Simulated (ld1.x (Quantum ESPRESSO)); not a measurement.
# Pseudopotential generation for cobalt: PAW, PBEsol

Do these settings give a usable potential? It is generated, then checked for transferability, scattering, ghosts and hardness.

Program: ld1.x (Quantum ESPRESSO) 7.5. Reference atom: PBEsol, scalar-relativistic, spherical and spin-unpolarised. All values are calculated.

## (1) The atom and the settings

The settings as typed:

| Property | Result |
| --- | --- |
| element | cobalt (Co, Z = 27) |
| type | PAW |
| frozen core | [Ne] |
| valence charge | 17 |
| reference configuration | 3s2 3p6 3d7 4s2 4p0 |
| partial waves | 3s (bound): rcut 1.05, rcutus 1.20 bohr; 4s (bound): rcut 1.05, rcutus 1.20 bohr; 3p (bound): rcut 1.20, rcutus 1.35 bohr; 4p (bound, empty): rcut 1.20, rcutus 1.35 bohr; 3d (bound): rcut 0.85, rcutus 1.15 bohr; 3d channel at -0.1 Ry: rcut 0.85, rcutus 1.15 bohr; 4f channel at -0.15 Ry: rcut 1.00, rcutus 1.20 bohr |
| local potential | all-electron potential smoothed inside 0.95 bohr (lloc = -2) |
| core correction | Bessel-smoothed model core, default radius (core density twice the valence density) |
| augmentation charge | PSQ, inside the norm-conserving radii |

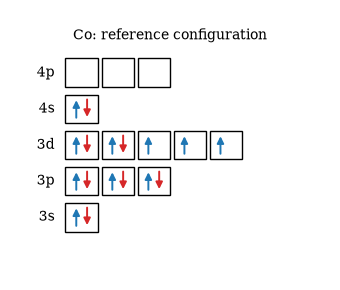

The outer shells as boxes. The arrows follow Hund's rule for the drawing; the calculation itself is spin-unpolarised.

## (2) The generation run

Input file Co.in:

```
 &input
   title='Co', zed=27., rel=1, dft='PBESOL', iswitch=3,
   config='[Ar] 3d7 4s2 4p0 4f-2',
   nld=4, rlderiv=1.50, eminld=-10.0, emaxld=5.0, deld=0.04
 /
 &inputp
   pseudotype=3, lpaw=.true., tm=.true., lloc=-2, rcloc=0.95,
   nlcc=.true., new_core_ps=.true.,
   which_augfun='PSQ', rmatch_augfun_nc=.true.,
   file_pseudopw='Co.UPF', file_wfcaegen='ae.wfc', file_wfcncgen='nc.wfc', file_beta='beta', file_chi='chi', file_wfcusgen='us.wfc'
 /
7
3S  1  0   2.00   0.00  1.05  1.20  0.0
4S  2  0   2.00   0.00  1.05  1.20  0.0
3P  2  1   6.00   0.00  1.20  1.35  0.0
4P  3  1   0.00   0.00  1.20  1.35  0.0
3D  3  2   7.00   0.00  0.85  1.15  0.0
3D  3  2   0.00  -0.10  0.85  1.15  0.0
4F  4  3  -2.00  -0.15  1.00  1.20  0.0
 &test
   configts(1)='3s2 3p6 3d7 4s2 4p0'
 /
```

Started as:

```
$ ld1.x < Co.in > Co.out
```

Output in Co.out (without the banner and most projector matrices):

```text
     Program LD1 v.7.5

     !!!!!!!!!!!!!!!!!!! WARNING !!!!!!!!!!!!!!!!!!!!!!!
     Message from routine ld1_readin:
     US requires at least two energies per channel 4F
     !!!!!!!!!!!!!!!!!!!!!!!!!!!!!!!!!!!!!!!!!!!!!!!!!!!
     --------------------------- All-electron run ----------------------------

     Co
     scalar relativistic calculation

     atomic number is 27.00
     dft =PBESOL   lsd =0 sic =0 latt =0  beta=0.20 tr2=1.0E-14
     Exchange-correlation= PBESOL
                           (   1   4  10   8   0   0   0)
     mesh =1193 r(mesh) =  99.89935 a.u. xmin = -7.00 dx = 0.01250
     1 Ry =  13.60569312 eV, c = 137.03599908

     n l     nl                  e(Ry)          e(Ha)          e(eV)
     1 0     1S 1( 2.00)      -557.5279      -278.7639     -7585.5535
     2 0     2S 1( 2.00)       -66.0073       -33.0036      -898.0745
     2 1     2P 1( 6.00)       -56.5538       -28.2769      -769.4538
     3 0     3S 1( 2.00)        -7.5070        -3.7535      -102.1374
     3 1     3P 1( 6.00)        -4.8149        -2.4075       -65.5103
     3 2     3D 1( 7.00)        -0.6049        -0.3024        -8.2295
     4 0     4S 1( 2.00)        -0.4034        -0.2017        -5.4889
     4 1     4P 1( 0.00)        -0.0917        -0.0458        -1.2473

     final scf error:  1.3E-15 reached in  29 iterations

     Etot =   -2783.805460 Ry,   -1391.902730 Ha,  -37875.602796 eV

     Ekin =    2819.428734 Ry,    1409.714367 Ha,   38360.282133 eV
     Encl =   -6671.587230 Ry,   -3335.793615 Ha,  -90771.568499 eV
     Eh   =    1184.439232 Ry,     592.219616 Ha,   16115.116720 eV
     Exc  =    -116.086195 Ry,     -58.043098 Ha,   -1579.433151 eV

     normalization and overlap integrals

     s(1S/1S) =  1.000000  <r> =   0.0562  <r2> =    0.0043  r(max) =   0.0366
     s(2S/2S) =  1.000000  <r> =   0.2557  <r2> =    0.0772  r(max) =   0.2131
     s(2P/2P) =  1.000000  <r> =   0.2251  <r2> =    0.0622  r(max) =   0.1723
     s(3S/3S) =  1.000000  <r> =   0.7743  <r2> =    0.6927  r(max) =   0.6648
     s(3P/3P) =  1.000000  <r> =   0.8165  <r2> =    0.7877  r(max) =   0.6816
     s(3D/3D) =  1.000000  <r> =   1.0715  <r2> =    1.5579  r(max) =   0.6648
     s(4S/4S) =  1.000000  <r> =   2.8807  <r2> =    9.6862  r(max) =   2.3202
     s(4P/4P) =  1.000000  <r> =   4.3669  <r2> =   23.2167  r(max) =   3.2113

     ------------------------ End of All-electron run ------------------------

     --------------------- Generating PAW atomic setup --------------------

      Generating local potential from pseudized AE potential:
      Matching radius rcloc =   0.9500
      Enforcing V''(0)=0 (lloc=-2)

      Local pseudo, rcloc= 0.955 Estimated cut-off energy=    34.45 Ry

      Computing core charge for nlcc:

       r > 0.37 : true rho core
      Core charge pseudized with two Bessel functions
      Integrated core pseudo-charge :   7.22
      Wfc-us  3S rcutus= 1.196  Estimated cut-off energy=    37.18 Ry
      Wfc-us  4S rcutus= 1.196  Estimated cut-off energy=    74.33 Ry
      Wfc-us  3P rcutus= 1.355  Estimated cut-off energy=    45.89 Ry
      Wfc-us  4P rcutus= 1.355  Estimated cut-off energy=    85.78 Ry
      Wfc-us  3D rcutus= 1.138  Estimated cut-off energy=    88.45 Ry
      Wfc-us  3D rcutus= 1.138  Estimated cut-off energy=    90.91 Ry
      Wfc-us  4F rcutus= 1.196  Estimated cut-off energy=    97.14 Ry

     Required augmentation: PSQ   radius:    1.350000

     Q pseudized with Bessel functions
     Expected ecutrho=    3546.9689 due to l1=  0   l2=  3

     Estimated PAW energy = -373.599373 Ryd

     The PAW screened D coefficients
     6.21517     2.31389     0.00000     0.00000     0.00000     0.00000
     0.00000
     2.31389     0.66497     0.00000     0.00000     0.00000     0.00000
     0.00000
     0.00000     0.00000    -2.38637     0.06748     0.00000     0.00000
     0.00000
     0.00000     0.00000     0.06748    -0.13229     0.00000     0.00000
     0.00000
     0.00000     0.00000     0.00000     0.00000    -2.18173    -1.35838
     0.00000
     0.00000     0.00000     0.00000     0.00000    -1.35838    -0.84354
     0.00000
     0.00000     0.00000     0.00000     0.00000     0.00000     0.00000
    -0.07074

     The PAW descreened D coefficients (US)
     0.10254    -0.55643     0.00000     0.00000     0.00000     0.00000
     0.00000
    -0.55643    -0.58646     0.00000     0.00000     0.00000     0.00000
     0.00000
     0.00000     0.00000     4.22538    -0.45479     0.00000     0.00000
     0.00000
     0.00000     0.00000    -0.45479    -0.78621     0.00000     0.00000
     0.00000
     0.00000     0.00000     0.00000     0.00000     1.94827     1.33424
     0.00000
     0.00000     0.00000     0.00000     0.00000     1.33424     0.91117
     0.00000
     0.00000     0.00000     0.00000     0.00000     0.00000     0.00000
    -0.06352

     ------------------- End of pseudopotential generation -------------------

     [... the all-electron block is printed once more ...]


     Computing logarithmic derivative in   1.50747
     Computing logarithmic derivative in   1.50747
     Computing the partial wave expansion
     R is outside the sphere for l=    0 j= 0.00
     R is outside the sphere for l=    0 j= 0.00
     R is outside the sphere for l=    1 j= 0.00
     R is outside the sphere for l=    1 j= 0.00
     R is outside the sphere for l=    2 j= 0.00
     R is outside the sphere for l=    2 j= 0.00
     R is outside the sphere for l=    3 j= 0.00

     ---------------------- Testing the pseudopotential ----------------------

     Co
     scalar relativistic calculation

     atomic number is 27.00   valence charge is 17.00
     dft = SLA  PW   PSX  PSC   lsd =0 sic =0 latt =0  beta=0.20 tr2=1.0E-14
     mesh =1193 r(mesh) =  99.89935 xmin = -7.00 dx = 0.01250

     n l     nl             e AE (Ry)        e PS (Ry)    De AE-PS (Ry)
     1 0     3S   1( 2.00)       -7.50696       -7.50691       -0.00005
     2 1     3P   1( 6.00)       -4.81492       -4.81487       -0.00004
     3 2     3D   1( 7.00)       -0.60486       -0.60483       -0.00003
     2 0     4S   1( 2.00)       -0.40343       -0.40342       -0.00001
     3 1     4P   1( 0.00)       -0.09167       -0.09167       -0.00000

     eps = 4.3E-15  iter =  6

     Etot =   -2783.805460 Ry,   -1391.902730 Ha,  -37875.602796 eV
     Etotps =  -373.599376 Ry,    -186.799688 Ha,   -5083.078464 eV

     Ekin =     327.819706 Ry,     163.909853 Ha,    4460.214317 eV
     Encl =    -836.467172 Ry,    -418.233586 Ha,  -11380.715645 eV
     Ehrt =     251.134488 Ry,     125.567244 Ha,    3416.858780 eV
     Ecxc =    -116.086399 Ry,     -58.043199 Ha,   -1579.435916 eV
     (Ecc =     -37.933846 Ry,     -18.966923 Ha,    -516.116262 eV)

     ---------------------- End of pseudopotential test ----------------------
```

Run time: 1.5 s. Hardware: 1 thread, shared host. This counts the later configuration tests of the new file too.

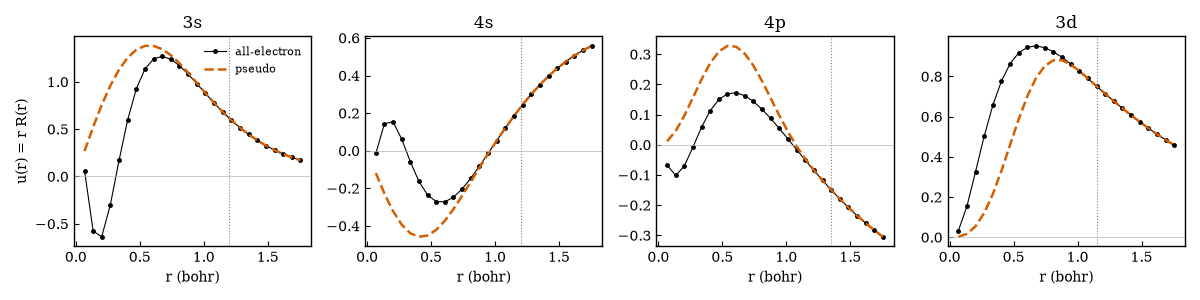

All-electron and pseudo partial waves (3s, 4s, 4p, 3d), with the matching radii dotted. The curves join 26 sampled radii, too few to resolve the innermost nodes.

## (3) Testing the new file in other configurations

Input file Co.test.in:

```
 &input
   title='Co', zed=27., rel=1, dft='PBESOL', iswitch=2,
   config='[Ar] 3d7 4s2 4p0 4f-2'
 /
 &test
   file_pseudo='Co.UPF', nconf=8,
   configts(1)='3s2 3p6 3d7 4s2 4p0',
   configts(2)='3s2 3p6 3d7 4s1 4p0',
   configts(3)='3s2 3p6 3d7 4s0 4p0',
   configts(4)='3s2 3p6 3d6 4s0 4p0',
   configts(5)='3s2 3p6 3d5 4s0 4p0',
   configts(6)='3s2 3p6 3d6 4s2 4p1',
   configts(7)='3s2 3p6 3d7 4s0 4p2',
   configts(8)='3s2 3p6 3d7 4s1 4p1'
 /
```

Started as:

```
$ ld1.x < Co.test.in > Co.test.out
```

Co.test.out, the pseudopotential blocks:

```text
     ---------------------- Testing the pseudopotential ----------------------

     Co
     scalar relativistic calculation

     atomic number is 27.00   valence charge is 17.00
     dft =SLA  PW   PSX  PSC   lsd =0 sic =0 latt =0  beta=0.20 tr2=1.0E-14
     mesh =1193 r(mesh) =  99.89935 xmin = -7.00 dx = 0.01250

     n l     nl             e AE (Ry)        e PS (Ry)    De AE-PS (Ry)
     1 0     3S   1( 2.00)       -7.50696       -7.50691       -0.00005
     2 1     3P   1( 6.00)       -4.81492       -4.81487       -0.00004
     3 2     3D   1( 7.00)       -0.60486       -0.60483       -0.00003
     2 0     4S   1( 2.00)       -0.40343       -0.40342       -0.00001
     3 1     4P   1( 0.00)       -0.09167       -0.09167       -0.00000

     eps = 4.3E-15  iter =  6

     Etot =   -2783.805460 Ry,   -1391.902730 Ha,  -37875.602796 eV
     Etotps =  -373.599376 Ry,    -186.799688 Ha,   -5083.078464 eV

     Ekin =     327.819706 Ry,     163.909853 Ha,    4460.214317 eV
     Encl =    -836.467172 Ry,    -418.233586 Ha,  -11380.715645 eV
     Ehrt =     251.134488 Ry,     125.567244 Ha,    3416.858780 eV
     Ecxc =    -116.086399 Ry,     -58.043199 Ha,   -1579.435916 eV
     (Ecc =     -37.933846 Ry,     -18.966923 Ha,    -516.116262 eV)

     ---------------------- End of pseudopotential test ----------------------

     ---------------------- Testing the pseudopotential ----------------------

     Co
     [...]
     n l     nl             e AE (Ry)        e PS (Ry)    De AE-PS (Ry)
     1 0     3S   1( 2.00)       -8.15564       -8.15558       -0.00006
     2 1     3P   1( 6.00)       -5.46461       -5.46461       -0.00000
     3 2     3D   1( 7.00)       -1.24860       -1.24854       -0.00006
     2 0     4S   1( 1.00)       -0.93769       -0.93769        0.00000
     3 1     4P   1( 0.00)       -0.54515       -0.54515        0.00000

     eps = 1.5E-15  iter = 10

     Etot =   -2783.140642 Ry,   -1391.570321 Ha,  -37866.557492 eV
     Etotps =  -372.934493 Ry,    -186.467246 Ha,   -5074.032264 eV
     dEtot_ae =       0.664818 Ry
     dEtot_ps =       0.664883 Ry,   Delta E=      -0.000066 Ry

     [...]
     ---------------------- End of pseudopotential test ----------------------

     ---------------------- Testing the pseudopotential ----------------------

     Co
     [...]
     n l     nl             e AE (Ry)        e PS (Ry)    De AE-PS (Ry)
     1 0     3S   1( 2.00)       -8.90546       -8.90538       -0.00008
     2 1     3P   1( 6.00)       -6.21507       -6.21513        0.00005
     3 2     3D   1( 7.00)       -1.98701       -1.98690       -0.00011
     2 0     4S   1( 0.00)       -1.52376       -1.52380        0.00004
     3 1     4P   1( 0.00)       -1.06215       -1.06221        0.00006

     eps = 5.9E-15  iter = 10

     Etot =   -2781.913433 Ry,   -1390.956717 Ha,  -37849.860468 eV
     Etotps =  -371.707138 Ry,    -185.853569 Ha,   -5057.333253 eV
     dEtot_ae =       1.892026 Ry
     dEtot_ps =       1.892238 Ry,   Delta E=      -0.000212 Ry

     [...]
     ---------------------- End of pseudopotential test ----------------------

     ---------------------- Testing the pseudopotential ----------------------

     Co
     [...]
     n l     nl             e AE (Ry)        e PS (Ry)    De AE-PS (Ry)
     1 0     3S   1( 2.00)      -10.32140      -10.32169        0.00029
     2 1     3P   1( 6.00)       -7.61363       -7.61388        0.00025
     3 2     3D   1( 6.00)       -3.31702       -3.31724        0.00022
     2 0     4S   1( 0.00)       -2.36080       -2.36071       -0.00010
     3 1     4P   1( 0.00)       -1.80280       -1.80389        0.00109

     eps = 6.6E-15  iter = 14

     Etot =   -2779.279464 Ry,   -1389.639732 Ha,  -37814.023495 eV
     Etotps =  -369.073129 Ry,    -184.536565 Ha,   -5021.495736 eV
     dEtot_ae =       4.525995 Ry
     dEtot_ps =       4.526247 Ry,   Delta E=      -0.000252 Ry

     [...]
     ---------------------- End of pseudopotential test ----------------------

     ---------------------- Testing the pseudopotential ----------------------

     Co
     [...]
     n l     nl             e AE (Ry)        e PS (Ry)    De AE-PS (Ry)
     1 0     3S   1( 2.00)      -11.93040      -11.93260        0.00221
     2 1     3P   1( 6.00)       -9.20118       -9.20277        0.00159
     3 2     3D   1( 5.00)       -4.84475       -4.84677        0.00202
     2 0     4S   1( 0.00)       -3.30232       -3.30214       -0.00018
     3 1     4P   1( 0.00)       -2.65753       -2.66424        0.00671  !

     eps = 2.0E-15  iter =  9

     Etot =   -2775.213964 Ry,   -1387.606982 Ha,  -37758.709539 eV
     Etotps =  -365.006528 Ry,    -182.503264 Ha,   -4966.166805 eV
     dEtot_ae =       8.591496 Ry
     dEtot_ps =       8.592848 Ry,   Delta E=      -0.001353 Ry

     [...]
     ---------------------- End of pseudopotential test ----------------------

     ---------------------- Testing the pseudopotential ----------------------

     Co
     [...]
     n l     nl             e AE (Ry)        e PS (Ry)    De AE-PS (Ry)
     1 0     3S   1( 2.00)       -8.09033       -8.09000       -0.00033
     2 1     3P   1( 6.00)       -5.38428       -5.38356       -0.00072
     3 2     3D   1( 6.00)       -1.11590       -1.11573       -0.00017
     2 0     4S   1( 2.00)       -0.57290       -0.57272       -0.00018
     3 1     4P   1( 1.00)       -0.19249       -0.19255        0.00005

     eps = 9.0E-15  iter = 16

     Etot =   -2783.093167 Ry,   -1391.546584 Ha,  -37865.911564 eV
     Etotps =  -372.887182 Ry,    -186.443591 Ha,   -5073.388562 eV
     dEtot_ae =       0.712292 Ry
     dEtot_ps =       0.712195 Ry,   Delta E=       0.000098 Ry

     [...]
     ---------------------- End of pseudopotential test ----------------------

     ---------------------- Testing the pseudopotential ----------------------

     Co
     [...]
     n l     nl             e AE (Ry)        e PS (Ry)    De AE-PS (Ry)
     1 0     3S   1( 2.00)       -7.76122       -7.76092       -0.00029
     2 1     3P   1( 6.00)       -5.06975       -5.06935       -0.00040
     3 2     3D   1( 7.00)       -0.85050       -0.85029       -0.00021
     2 0     4S   1( 0.00)       -0.55418       -0.55415       -0.00003
     3 1     4P   1( 2.00)       -0.20549       -0.20549       -0.00001

     eps = 9.7E-15  iter = 14

     Etot =   -2783.142810 Ry,   -1391.571405 Ha,  -37866.586990 eV
     Etotps =  -372.936667 Ry,    -186.468334 Ha,   -5074.061851 eV
     dEtot_ae =       0.662650 Ry
     dEtot_ps =       0.662709 Ry,   Delta E=      -0.000059 Ry

     [...]
     ---------------------- End of pseudopotential test ----------------------

     ---------------------- Testing the pseudopotential ----------------------

     Co
     [...]
     n l     nl             e AE (Ry)        e PS (Ry)    De AE-PS (Ry)
     1 0     3S   1( 2.00)       -7.64311       -7.64299       -0.00012
     2 1     3P   1( 6.00)       -4.95143       -4.95128       -0.00016
     3 2     3D   1( 7.00)       -0.73701       -0.73693       -0.00008
     2 0     4S   1( 1.00)       -0.48757       -0.48756       -0.00001
     3 1     4P   1( 1.00)       -0.15556       -0.15556       -0.00000

     eps = 6.2E-16  iter = 10

     Etot =   -2783.483325 Ry,   -1391.741663 Ha,  -37871.219934 eV
     Etotps =  -373.277212 Ry,    -186.638606 Ha,   -5078.695196 eV
     dEtot_ae =       0.322134 Ry
     dEtot_ps =       0.322164 Ry,   Delta E=      -0.000030 Ry

     [...]
     ---------------------- End of pseudopotential test ----------------------
```

Energies count from the reference configuration 3s2 3p6 3d7 4s2 4p0; the error is all-electron less pseudo.

```csv
valence configuration,charge,ΔE all-electron (eV),error AE − PS (meV)
3s2 3p6 3d7 4s1 4p0,+1,9.045,-0.9
3s2 3p6 3d7 4s0 4p0,+2,25.742,-2.9
3s2 3p6 3d6 4s0 4p0,+3,61.579,-3.4
3s2 3p6 3d5 4s0 4p0,+4,116.893,-18
3s2 3p6 3d6 4s2 4p1,0,9.691,+1.3
3s2 3p6 3d7 4s0 4p2,0,9.016,-0.8
3s2 3p6 3d7 4s1 4p1,0,4.383,-0.4
```

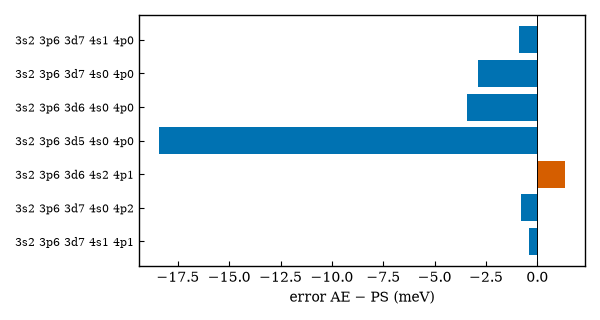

Error of the potential in each test configuration.

## (4) Logarithmic derivatives

Taken from the files of the generation run. The phase is arctan(r·u′/u) with u = r·R, unwrapped, with energies in Ry. A pole is an energy at which the radial function vanishes at the test radius. The pseudo phase is shifted by a multiple of π to meet the all-electron one at the reference energy. Levels narrower than the energy grid can be missing from the poles. The last column is the largest difference on the grid between −1 and +1 Ry.

| channel | radius (bohr) | reference (Ry) | poles AE | poles PS | window around the reference with phases within 0.05 rad (Ry) | largest difference near zero (rad) |
| --- | --- | --- | --- | --- | --- | --- |
| s | 1.51 | -0.40 | -7.00 | -7.00 | the whole range | 0.000 |
| p | 1.51 | -0.09 | -4.12 | -4.12 | below 3.1 | 0.001 |
| d | 1.51 | -0.60 | 0.55 | 0.55 | the whole range | 0.000 |
| f | 1.51 | -0.15 | none | none | the whole range | 0.000 |

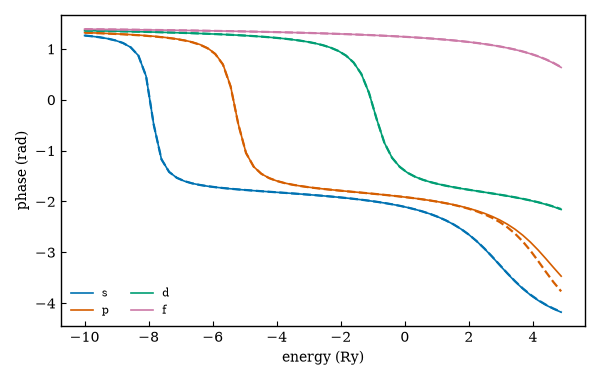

Phases by channel: all-electron solid, pseudo dashed.

## (5) Cutoff and ghost test in a Bessel basis

This step uses the generator's waves and projectors in a separate script. Basis: spherical Bessel functions vanishing at 20 bohr, q² up to the cutoff; potential fixed at the reference.

All-electron valence levels (Ry): 3s -7.5070, 4s -0.4034, 3p -4.8149, 4p -0.0917, 3d -0.6049. The lowest levels of each channel (Ry) by cutoff; the last column sums, over occupied levels, occupation times the distance from the level at 400 Ry. A positive value at high cutoff is not a bound level.

| cutoff (Ry) | s #1 | s #2 | p #1 | p #2 | d #1 | f #1 | Σ f·Δε (mRy) |
| --- | --- | --- | --- | --- | --- | --- | --- |
| 8 | -6.3458 | -0.2807 | -2.9850 | -0.0254 | 0.0615 | 0.1126 | 18212.7 |
| 21 | -7.4326 | -0.3795 | -4.6495 | -0.0630 | 0.0599 | 0.1126 | 5843.1 |
| 40 | -7.5059 | -0.3984 | -4.8108 | -0.0765 | -0.3028 | 0.1126 | 2152.0 |
| 70 | -7.5068 | -0.4034 | -4.8146 | -0.0912 | -0.5981 | 0.1126 | 50.1 |
| 90 | -7.5070 | -0.4034 | -4.8148 | -0.0915 | -0.6038 | 0.1126 | 8.6 |
| 110 | -7.5070 | -0.4034 | -4.8149 | -0.0916 | -0.6041 | 0.1126 | 6.2 |
| 160 | -7.5070 | -0.4034 | -4.8149 | -0.0917 | -0.6048 | 0.1126 | 0.8 |
| 200 | -7.5070 | -0.4034 | -4.8149 | -0.0917 | -0.6049 | 0.1126 | 0.3 |
| 400 | -7.5070 | -0.4034 | -4.8149 | -0.0917 | -0.6049 | 0.1126 | 0.0 |

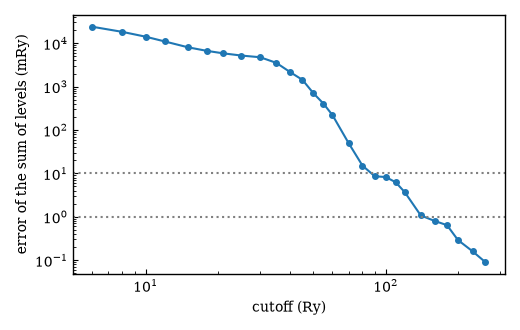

Occupation-weighted error of the valence levels against the cutoff; the dotted lines mark 10 and 1 mRy.

The sum stays within 10 mRy from 90 Ry and within 1 mRy from 160 Ry. The sum leaves out empty levels, which can need more. Ghost test: no level below the all-electron spectrum of its channel (s, p, d, f tested).

## (6) Results

| quantity | value |
| --- | --- |
| cutoffs for 10 and 1 mRy, occupied levels | 90 Ry and 160 Ry |
| bound ghosts | none found |
| largest test error (AE − PS) | -18 meV, for 3s2 3p6 3d5 4s0 4p0 |
| largest phase difference near zero energy, channels read | 0.001 rad |
| lowest eigenvalue of the overlap (Bessel basis) | 0.040 (s) |
| density cutoff estimated by the generator | 3547 Ry |

**Reading.** The worst unpolarised test, 3s2 3p6 3d5 4s0 4p0, is off by 18 meV on 116.9 eV; by total energies transferability rates as good. By its cutoff, 90 Ry for the looser tolerance, it is hard. The slowest occupied level is 3d: taken alone it needs 110 Ry to come within 1 mRy, against 55 Ry for 4s. The Bessel-basis test finds no level below the valence levels. Near zero energy the phases of the channels with partial waves agree within 0.001 rad.
